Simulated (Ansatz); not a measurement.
SiH5ClO: molecular dynamics (part 1 of 3)

The run: molecular dynamics of SiH5ClO. Method and program: RKS revPBE/def2-SVP (Ansatz 0.2.0).

It belongs to a series of runs on one base structure; here: dynamics from the highest image of the converged band. Figures and captions count atoms from 1; the log counts them from 0 in places.

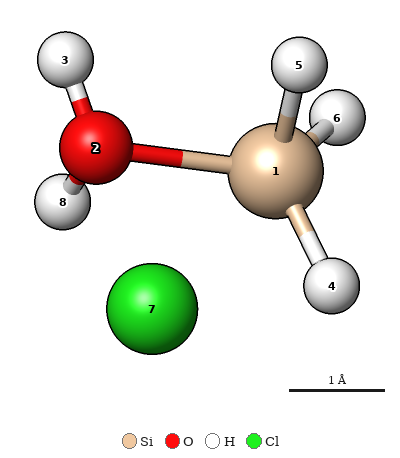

Fig. 1: The structure as given in the input (ball-and-stick view, seen at a tilt; atoms are numbered from 1 in the order of the input).

The input
```yaml
crystal:
  periodic: [false, false, false]
  atoms:
    - { symbol: Si, position_ang: [0.092782, -0.187099, -0.044969] }
    - { symbol: O, position_ang: [0.086768, -0.079667, 1.901267] }
    - { symbol: H, position_ang: [-0.795692, -0.002483, 2.32114] }
    - { symbol: H, position_ang: [1.344528, 0.351629, -0.658207] }
    - { symbol: H, position_ang: [-0.840539, 1.021057, -0.001114] }
    - { symbol: H, position_ang: [-0.735007, -1.173792, -0.814063] }
    - { symbol: Cl, position_ang: [1.348155, -2.151541, 0.816291] }
    - { symbol: H, position_ang: [0.533103, -1.008705, 2.054455] }
basis:
  gaussian: { orbitals: def2-SVP }
hamiltonian:
  xc: revpbe
md:
  timestep: 0.5
  n_steps: 200
  ensemble: nve
  temperature: 100.0
  initial_velocities: maxwell_boltzmann
  seed: 6190
```

Launched with:
```bash
ansatz run input.yaml --threads 2 --pin off --max-ram 3072MiB --backend cpu --events-out ev --progress --plain --runs-dir out
```

Log
```
Engine: ansatz 0.2.0, aarch64-unknown-linux-gnu
Functional definition: revPBE
  parameter kappa = 1.245
  parameter beta = 0.06672455060314922
  exchange = pbe_x(kappa = kappa, mu = beta*pi^2/3)
  correlation = pbe_c(beta = beta)
824 factors; their error is unknown
mean field evaluation 1: about -22512.8414 eV, gradient 4.2e1 eV
mean field evaluation 2: about -22505.0856 eV, gradient 7.8e1 eV
mean field evaluation 4: about -22516.1381 eV, gradient 3.6e0 eV
mean field evaluation 8: about -22516.1756 eV, gradient 3.4e-2 eV
mean field evaluation 16: about -22516.1239 eV, gradient 5.4e-5 eV
mean field -22516.12393394 eV, -827.4522925953 hartree, gradient 5.4e-5 eV, S^2 0.000000; 0 other end points of the search recorded, 0 dependent functions left out
the calculation of the forces begins
reference -22516.12397101 eV, -827.4522939575 hartree; 22, 22 occupied and 53, 53 virtual orbitals, 824 factors
md step     0: t =     0.00 fs  T =   100.0 K  F+E_penalty+E_count = -22516.12393394 eV  E_kin = 0.077556 eV  conserved = -22516.04637794 eV  (24 SCF iters)
these checks for a lower state are left out or cut short: starts, cluster_reference, orbital_swaps, neighbouring_geometries, increment
824 factors; their error is unknown
mean field -22516.12266057 eV, -827.4522458000 hartree, gradient 1.5e-5 eV, S^2 0.000000; 0 other end points of the search recorded, 0 dependent functions left out
the calculation of the forces begins
reference -22516.12269761 eV, -827.4522471612 hartree; 22, 22 occupied and 53, 53 virtual orbitals, 824 factors
md step     1: t =     0.50 fs  T =    98.4 K  F+E_penalty+E_count = -22516.12266057 eV  E_kin = 0.076298 eV  conserved = -22516.04636283 eV  (28 SCF iters)
[... from here on the SCF iterations and repeated set-up lines of each step are left out, up to the last step ...]
md step     2: t =     1.00 fs  T =    93.9 K  F+E_penalty+E_count = -22516.11910520 eV  E_kin = 0.072789 eV  conserved = -22516.04631603 eV  (28 SCF iters)
md step     3: t =     1.50 fs  T =    87.4 K  F+E_penalty+E_count = -22516.11401127 eV  E_kin = 0.067761 eV  conserved = -22516.04625047 eV  (28 SCF iters)
md step     4: t =     2.00 fs  T =    80.2 K  F+E_penalty+E_count = -22516.10840642 eV  E_kin = 0.062220 eV  conserved = -22516.04618614 eV  (27 SCF iters)
md step     5: t =     2.50 fs  T =    73.7 K  F+E_penalty+E_count = -22516.10330543 eV  E_kin = 0.057166 eV  conserved = -22516.04613990 eV  (28 SCF iters)
md step     6: t =     3.00 fs  T =    68.8 K  F+E_penalty+E_count = -22516.09945006 eV  E_kin = 0.053331 eV  conserved = -22516.04611895 eV  (28 SCF iters)
md step     7: t =     3.50 fs  T =    65.8 K  F+E_penalty+E_count = -22516.09718157 eV  E_kin = 0.051059 eV  conserved = -22516.04612233 eV  (28 SCF iters)
md step     8: t =     4.00 fs  T =    64.9 K  F+E_penalty+E_count = -22516.09646027 eV  E_kin = 0.050318 eV  conserved = -22516.04614183 eV  (28 SCF iters)
md step     9: t =     4.50 fs  T =    65.5 K  F+E_penalty+E_count = -22516.09698901 eV  E_kin = 0.050821 eV  conserved = -22516.04616825 eV  (28 SCF iters)
md step    10: t =     5.00 fs  T =    67.3 K  F+E_penalty+E_count = -22516.09835523 eV  E_kin = 0.052160 eV  conserved = -22516.04619531 eV  (28 SCF iters)
md step    11: t =     5.50 fs  T =    69.5 K  F+E_penalty+E_count = -22516.10013141 eV  E_kin = 0.053911 eV  conserved = -22516.04622039 eV  (28 SCF iters)
md step    12: t =     6.00 fs  T =    71.8 K  F+E_penalty+E_count = -22516.10191707 eV  E_kin = 0.055674 eV  conserved = -22516.04624284 eV  (28 SCF iters)
md step    13: t =     6.50 fs  T =    73.6 K  F+E_penalty+E_count = -22516.10334342 eV  E_kin = 0.057079 eV  conserved = -22516.04626471 eV  (28 SCF iters)
md step    14: t =     7.00 fs  T =    74.5 K  F+E_penalty+E_count = -22516.10406043 eV  E_kin = 0.057776 eV  conserved = -22516.04628415 eV  (28 SCF iters)
md step    15: t =     7.50 fs  T =    74.1 K  F+E_penalty+E_count = -22516.10375007 eV  E_kin = 0.057451 eV  conserved = -22516.04629909 eV  (28 SCF iters)
md step    16: t =     8.00 fs  T =    72.0 K  F+E_penalty+E_count = -22516.10216441 eV  E_kin = 0.055858 eV  conserved = -22516.04630591 eV  (28 SCF iters)
md step    17: t =     8.50 fs  T =    68.2 K  F+E_penalty+E_count = -22516.09919274 eV  E_kin = 0.052894 eV  conserved = -22516.04629824 eV  (25 SCF iters)
md step    18: t =     9.00 fs  T =    62.8 K  F+E_penalty+E_count = -22516.09494572 eV  E_kin = 0.048672 eV  conserved = -22516.04627360 eV  (28 SCF iters)
md step    19: t =     9.50 fs  T =    56.2 K  F+E_penalty+E_count = -22516.08980579 eV  E_kin = 0.043573 eV  conserved = -22516.04623269 eV  (28 SCF iters)
md step    20: t =    10.00 fs  T =    49.3 K  F+E_penalty+E_count = -22516.08441302 eV  E_kin = 0.038230 eV  conserved = -22516.04618264 eV  (28 SCF iters)
md step    21: t =    10.50 fs  T =    43.1 K  F+E_penalty+E_count = -22516.07955134 eV  E_kin = 0.033415 eV  conserved = -22516.04613589 eV  (28 SCF iters)
md step    22: t =    11.00 fs  T =    38.5 K  F+E_penalty+E_count = -22516.07595113 eV  E_kin = 0.029845 eV  conserved = -22516.04610638 eV  (28 SCF iters)
md step    23: t =    11.50 fs  T =    36.1 K  F+E_penalty+E_count = -22516.07407348 eV  E_kin = 0.027970 eV  conserved = -22516.04610315 eV  (28 SCF iters)
md step    24: t =    12.00 fs  T =    35.9 K  F+E_penalty+E_count = -22516.07397172 eV  E_kin = 0.027846 eV  conserved = -22516.04612564 eV  (28 SCF iters)
md step    25: t =    12.50 fs  T =    37.6 K  F+E_penalty+E_count = -22516.07530005 eV  E_kin = 0.029136 eV  conserved = -22516.04616387 eV  (28 SCF iters)
md step    26: t =    13.00 fs  T =    40.3 K  F+E_penalty+E_count = -22516.07746588 eV  E_kin = 0.031262 eV  conserved = -22516.04620363 eV  (28 SCF iters)
md step    27: t =    13.50 fs  T =    43.3 K  F+E_penalty+E_count = -22516.07984870 eV  E_kin = 0.033615 eV  conserved = -22516.04623325 eV  (28 SCF iters)
md step    28: t =    14.00 fs  T =    46.1 K  F+E_penalty+E_count = -22516.08198150 eV  E_kin = 0.035733 eV  conserved = -22516.04624822 eV  (28 SCF iters)
md step    29: t =    14.50 fs  T =    48.2 K  F+E_penalty+E_count = -22516.08362397 eV  E_kin = 0.037373 eV  conserved = -22516.04625137 eV  (27 SCF iters)
md step    30: t =    15.00 fs  T =    49.6 K  F+E_penalty+E_count = -22516.08472052 eV  E_kin = 0.038471 eV  conserved = -22516.04624939 eV  (28 SCF iters)
md step    31: t =    15.50 fs  T =    50.3 K  F+E_penalty+E_count = -22516.08529339 eV  E_kin = 0.039043 eV  conserved = -22516.04625029 eV  (28 SCF iters)
md step    32: t =    16.00 fs  T =    50.4 K  F+E_penalty+E_count = -22516.08533214 eV  E_kin = 0.039075 eV  conserved = -22516.04625686 eV  (28 SCF iters)
md step    33: t =    16.50 fs  T =    49.6 K  F+E_penalty+E_count = -22516.08474471 eV  E_kin = 0.038478 eV  conserved = -22516.04626662 eV  (28 SCF iters)
md step    34: t =    17.00 fs  T =    47.9 K  F+E_penalty+E_count = -22516.08338891 eV  E_kin = 0.037116 eV  conserved = -22516.04627340 eV  (27 SCF iters)
md step    35: t =    17.50 fs  T =    45.0 K  F+E_penalty+E_count = -22516.08117077 eV  E_kin = 0.034901 eV  conserved = -22516.04626983 eV  (25 SCF iters)
md step    36: t =    18.00 fs  T =    41.2 K  F+E_penalty+E_count = -22516.07816568 eV  E_kin = 0.031917 eV  conserved = -22516.04624904 eV  (28 SCF iters)
md step    37: t =    18.50 fs  T =    36.7 K  F+E_penalty+E_count = -22516.07470986 eV  E_kin = 0.028499 eV  conserved = -22516.04621119 eV  (27 SCF iters)
md step    38: t =    19.00 fs  T =    32.5 K  F+E_penalty+E_count = -22516.07139723 eV  E_kin = 0.025232 eV  conserved = -22516.04616481 eV  (28 SCF iters)
md step    39: t =    19.50 fs  T =    29.4 K  F+E_penalty+E_count = -22516.06895557 eV  E_kin = 0.022832 eV  conserved = -22516.04612348 eV  (28 SCF iters)
md step    40: t =    20.00 fs  T =    28.3 K  F+E_penalty+E_count = -22516.06802967 eV  E_kin = 0.021927 eV  conserved = -22516.04610252 eV  (21 SCF iters)
md step    41: t =    20.50 fs  T =    29.4 K  F+E_penalty+E_count = -22516.06894481 eV  E_kin = 0.022833 eV  conserved = -22516.04611143 eV  (21 SCF iters)
md step    42: t =    21.00 fs  T =    32.8 K  F+E_penalty+E_count = -22516.07155874 eV  E_kin = 0.025410 eV  conserved = -22516.04614865 eV  (21 SCF iters)
md step    43: t =    21.50 fs  T =    37.5 K  F+E_penalty+E_count = -22516.07528018 eV  E_kin = 0.029077 eV  conserved = -22516.04620356 eV  (21 SCF iters)
md step    44: t =    22.00 fs  T =    42.5 K  F+E_penalty+E_count = -22516.07924595 eV  E_kin = 0.032987 eV  conserved = -22516.04625847 eV  (28 SCF iters)
md step    45: t =    22.50 fs  T =    46.8 K  F+E_penalty+E_count = -22516.08258913 eV  E_kin = 0.036291 eV  conserved = -22516.04629844 eV  (28 SCF iters)
md step    46: t =    23.00 fs  T =    49.5 K  F+E_penalty+E_count = -22516.08467826 eV  E_kin = 0.038363 eV  conserved = -22516.04631476 eV  (28 SCF iters)
md step    47: t =    23.50 fs  T =    50.2 K  F+E_penalty+E_count = -22516.08525214 eV  E_kin = 0.038945 eV  conserved = -22516.04630680 eV  (28 SCF iters)
md step    48: t =    24.00 fs  T =    49.2 K  F+E_penalty+E_count = -22516.08442441 eV  E_kin = 0.038143 eV  conserved = -22516.04628162 eV  (28 SCF iters)
md step    49: t =    24.50 fs  T =    46.8 K  F+E_penalty+E_count = -22516.08258221 eV  E_kin = 0.036334 eV  conserved = -22516.04624869 eV  (28 SCF iters)
md step    50: t =    25.00 fs  T =    43.9 K  F+E_penalty+E_count = -22516.08023817 eV  E_kin = 0.034021 eV  conserved = -22516.04621681 eV  (28 SCF iters)
md step    51: t =    25.50 fs  T =    40.9 K  F+E_penalty+E_count = -22516.07788862 eV  E_kin = 0.031696 eV  conserved = -22516.04619255 eV  (28 SCF iters)
md step    52: t =    26.00 fs  T =    38.3 K  F+E_penalty+E_count = -22516.07591517 eV  E_kin = 0.029737 eV  conserved = -22516.04617779 eV  (28 SCF iters)
md step    53: t =    26.50 fs  T =    36.6 K  F+E_penalty+E_count = -22516.07455381 eV  E_kin = 0.028383 eV  conserved = -22516.04617051 eV  (28 SCF iters)
md step    54: t =    27.00 fs  T =    35.8 K  F+E_penalty+E_count = -22516.07392543 eV  E_kin = 0.027759 eV  conserved = -22516.04616639 eV  (25 SCF iters)
md step    55: t =    27.50 fs  T =    36.0 K  F+E_penalty+E_count = -22516.07410153 eV  E_kin = 0.027940 eV  conserved = -22516.04616183 eV  (28 SCF iters)
md step    56: t =    28.00 fs  T =    37.4 K  F+E_penalty+E_count = -22516.07515808 eV  E_kin = 0.029001 eV  conserved = -22516.04615679 eV  (21 SCF iters)
md step    57: t =    28.50 fs  T =    40.0 K  F+E_penalty+E_count = -22516.07717318 eV  E_kin = 0.031017 eV  conserved = -22516.04615593 eV  (21 SCF iters)
md step    58: t =    29.00 fs  T =    43.8 K  F+E_penalty+E_count = -22516.08015400 eV  E_kin = 0.033988 eV  conserved = -22516.04616624 eV  (21 SCF iters)
md step    59: t =    29.50 fs  T =    48.7 K  F+E_penalty+E_count = -22516.08393107 eV  E_kin = 0.037739 eV  conserved = -22516.04619190 eV  (21 SCF iters)
md step    60: t =    30.00 fs  T =    54.0 K  F+E_penalty+E_count = -22516.08809738 eV  E_kin = 0.041868 eV  conserved = -22516.04622984 eV  (28 SCF iters)
md step    61: t =    30.50 fs  T =    59.0 K  F+E_penalty+E_count = -22516.09205824 eV  E_kin = 0.045789 eV  conserved = -22516.04626876 eV  (28 SCF iters)
md step    62: t =    31.00 fs  T =    63.1 K  F+E_penalty+E_count = -22516.09519918 eV  E_kin = 0.048903 eV  conserved = -22516.04629630 eV  (28 SCF iters)
md step    63: t =    31.50 fs  T =    65.5 K  F+E_penalty+E_count = -22516.09709278 eV  E_kin = 0.050791 eV  conserved = -22516.04630178 eV  (28 SCF iters)
md step    64: t =    32.00 fs  T =    66.2 K  F+E_penalty+E_count = -22516.09765662 eV  E_kin = 0.051373 eV  conserved = -22516.04628334 eV  (28 SCF iters)
md step    65: t =    32.50 fs  T =    65.7 K  F+E_penalty+E_count = -22516.09718352 eV  E_kin = 0.050935 eV  conserved = -22516.04624855 eV  (28 SCF iters)
md step    66: t =    33.00 fs  T =    64.5 K  F+E_penalty+E_count = -22516.09623472 eV  E_kin = 0.050027 eV  conserved = -22516.04620790 eV  (28 SCF iters)
md step    67: t =    33.50 fs  T =    63.5 K  F+E_penalty+E_count = -22516.09545571 eV  E_kin = 0.049281 eV  conserved = -22516.04617495 eV  (28 SCF iters)
md step    68: t =    34.00 fs  T =    63.5 K  F+E_penalty+E_count = -22516.09537151 eV  E_kin = 0.049213 eV  conserved = -22516.04615897 eV  (28 SCF iters)
md step    69: t =    34.50 fs  T =    64.6 K  F+E_penalty+E_count = -22516.09623995 eV  E_kin = 0.050077 eV  conserved = -22516.04616260 eV  (27 SCF iters)
md step    70: t =    35.00 fs  T =    66.8 K  F+E_penalty+E_count = -22516.09800447 eV  E_kin = 0.051822 eV  conserved = -22516.04618290 eV  (28 SCF iters)
md step    71: t =    35.50 fs  T =    69.8 K  F+E_penalty+E_count = -22516.10035204 eV  E_kin = 0.054142 eV  conserved = -22516.04621002 eV  (28 SCF iters)
md step    72: t =    36.00 fs  T =    73.0 K  F+E_penalty+E_count = -22516.10286231 eV  E_kin = 0.056631 eV  conserved = -22516.04623178 eV  (28 SCF iters)
md step    73: t =    36.50 fs  T =    76.0 K  F+E_penalty+E_count = -22516.10519113 eV  E_kin = 0.058951 eV  conserved = -22516.04624006 eV  (25 SCF iters)
md step    74: t =    37.00 fs  T =    78.6 K  F+E_penalty+E_count = -22516.10720895 eV  E_kin = 0.060977 eV  conserved = -22516.04623203 eV  (28 SCF iters)
md step    75: t =    37.50 fs  T =    81.0 K  F+E_penalty+E_count = -22516.10903622 eV  E_kin = 0.062822 eV  conserved = -22516.04621411 eV  (28 SCF iters)
md step    76: t =    38.00 fs  T =    83.5 K  F+E_penalty+E_count = -22516.11094214 eV  E_kin = 0.064743 eV  conserved = -22516.04619876 eV  (28 SCF iters)
md step    77: t =    38.50 fs  T =    86.3 K  F+E_penalty+E_count = -22516.11315436 eV  E_kin = 0.066956 eV  conserved = -22516.04619819 eV  (28 SCF iters)
md step    78: t =    39.00 fs  T =    89.6 K  F+E_penalty+E_count = -22516.11567922 eV  E_kin = 0.069464 eV  conserved = -22516.04621529 eV  (28 SCF iters)
md step    79: t =    39.50 fs  T =    92.8 K  F+E_penalty+E_count = -22516.11824690 eV  E_kin = 0.072002 eV  conserved = -22516.04624442 eV  (28 SCF iters)
md step    80: t =    40.00 fs  T =    95.6 K  F+E_penalty+E_count = -22516.12040935 eV  E_kin = 0.074138 eV  conserved = -22516.04627098 eV  (28 SCF iters)
md step    81: t =    40.50 fs  T =    97.3 K  F+E_penalty+E_count = -22516.12175293 eV  E_kin = 0.075471 eV  conserved = -22516.04628219 eV  (28 SCF iters)
md step    82: t =    41.00 fs  T =    97.8 K  F+E_penalty+E_count = -22516.12210173 eV  E_kin = 0.075830 eV  conserved = -22516.04627155 eV  (28 SCF iters)
md step    83: t =    41.50 fs  T =    97.2 K  F+E_penalty+E_count = -22516.12161956 eV  E_kin = 0.075378 eV  conserved = -22516.04624186 eV  (28 SCF iters)
md step    84: t =    42.00 fs  T =    96.1 K  F+E_penalty+E_count = -22516.12076860 eV  E_kin = 0.074566 eV  conserved = -22516.04620288 eV  (28 SCF iters)
md step    85: t =    42.50 fs  T =    95.4 K  F+E_penalty+E_count = -22516.12015532 eV  E_kin = 0.073987 eV  conserved = -22516.04616786 eV  (28 SCF iters)
md step    86: t =    43.00 fs  T =    95.6 K  F+E_penalty+E_count = -22516.12032863 eV  E_kin = 0.074181 eV  conserved = -22516.04614747 eV  (28 SCF iters)
md step    87: t =    43.50 fs  T =    97.3 K  F+E_penalty+E_count = -22516.12160796 eV  E_kin = 0.075461 eV  conserved = -22516.04614745 eV  (28 SCF iters)
md step    88: t =    44.00 fs  T =   100.3 K  F+E_penalty+E_count = -22516.12399211 eV  E_kin = 0.077825 eV  conserved = -22516.04616671 eV  (28 SCF iters)
md step    89: t =    44.50 fs  T =   104.4 K  F+E_penalty+E_count = -22516.12717532 eV  E_kin = 0.080977 eV  conserved = -22516.04619810 eV  (28 SCF iters)
md step    90: t =    45.00 fs  T =   108.9 K  F+E_penalty+E_count = -22516.13066128 eV  E_kin = 0.084431 eV  conserved = -22516.04623051 eV  (28 SCF iters)
md step    91: t =    45.50 fs  T =   113.1 K  F+E_penalty+E_count = -22516.13393662 eV  E_kin = 0.087683 eV  conserved = -22516.04625317 eV  (25 SCF iters)
md step    92: t =    46.00 fs  T =   116.5 K  F+E_penalty+E_count = -22516.13663968 eV  E_kin = 0.090381 eV  conserved = -22516.04625907 eV  (28 SCF iters)
md step    93: t =    46.50 fs  T =   119.2 K  F+E_penalty+E_count = -22516.13866294 eV  E_kin = 0.092413 eV  conserved = -22516.04625010 eV  (28 SCF iters)
md step    94: t =    47.00 fs  T =   121.1 K  F+E_penalty+E_count = -22516.14013950 eV  E_kin = 0.093907 eV  conserved = -22516.04623272 eV  (28 SCF iters)
md step    95: t =    47.50 fs  T =   122.6 K  F+E_penalty+E_count = -22516.14133858 eV  E_kin = 0.095122 eV  conserved = -22516.04621695 eV  (28 SCF iters)
md step    96: t =    48.00 fs  T =   124.2 K  F+E_penalty+E_count = -22516.14251958 eV  E_kin = 0.096311 eV  conserved = -22516.04620815 eV  (28 SCF iters)
md step    97: t =    48.50 fs  T =   125.9 K  F+E_penalty+E_count = -22516.14383525 eV  E_kin = 0.097627 eV  conserved = -22516.04620807 eV  (28 SCF iters)
md step    98: t =    49.00 fs  T =   127.8 K  F+E_penalty+E_count = -22516.14531129 eV  E_kin = 0.099099 eV  conserved = -22516.04621254 eV  (28 SCF iters)
md step    99: t =    49.50 fs  T =   129.8 K  F+E_penalty+E_count = -22516.14689962 eV  E_kin = 0.100682 eV  conserved = -22516.04621738 eV  (28 SCF iters)
md step   100: t =    50.00 fs  T =   131.9 K  F+E_penalty+E_count = -22516.14854482 eV  E_kin = 0.102325 eV  conserved = -22516.04621992 eV  (28 SCF iters)
md step   101: t =    50.50 fs  T =   134.1 K  F+E_penalty+E_count = -22516.15022567 eV  E_kin = 0.104006 eV  conserved = -22516.04621982 eV  (28 SCF iters)
md step   102: t =    51.00 fs  T =   136.3 K  F+E_penalty+E_count = -22516.15195897 eV  E_kin = 0.105742 eV  conserved = -22516.04621712 eV  (28 SCF iters)
md step   103: t =    51.50 fs  T =   138.7 K  F+E_penalty+E_count = -22516.15378524 eV  E_kin = 0.107570 eV  conserved = -22516.04621541 eV  (28 SCF iters)
md step   104: t =    52.00 fs  T =   141.2 K  F+E_penalty+E_count = -22516.15573748 eV  E_kin = 0.109523 eV  conserved = -22516.04621496 eV  (28 SCF iters)
md step   105: t =    52.50 fs  T =   143.9 K  F+E_penalty+E_count = -22516.15782433 eV  E_kin = 0.111608 eV  conserved = -22516.04621649 eV  (28 SCF iters)
md step   106: t =    53.00 fs  T =   146.7 K  F+E_penalty+E_count = -22516.16001882 eV  E_kin = 0.113799 eV  conserved = -22516.04621950 eV  (28 SCF iters)
md step   107: t =    53.50 fs  T =   149.6 K  F+E_penalty+E_count = -22516.16226748 eV  E_kin = 0.116045 eV  conserved = -22516.04622272 eV  (28 SCF iters)
```
